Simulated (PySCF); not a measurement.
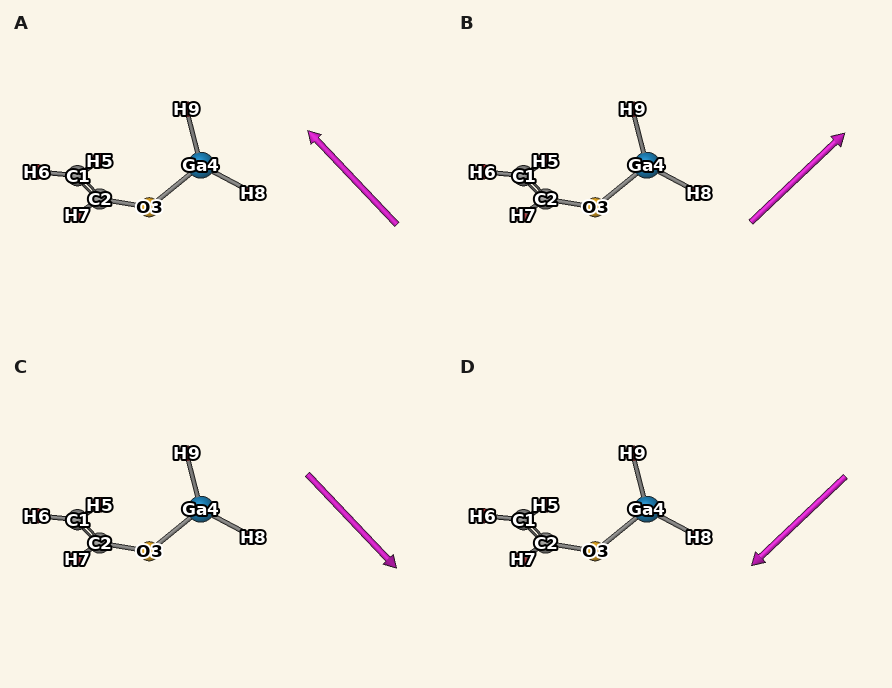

The same molecule four times, each with an arrow. The geometry was computed by an optimisation with PBE0-D3(BJ)/def2-SVP. No frequency run is at hand to confirm it as a minimum. Level of theory: PBE0/def2-TZVPD, gas phase (PySCF 2.14.0).

Question: Which arrow points along the dipole moment, from the negative to the positive end?

Answer: B. The dipole moment is 1.37 D; it points from the side of H6, H7 to the side of H9 (the outermost atoms at the two ends).
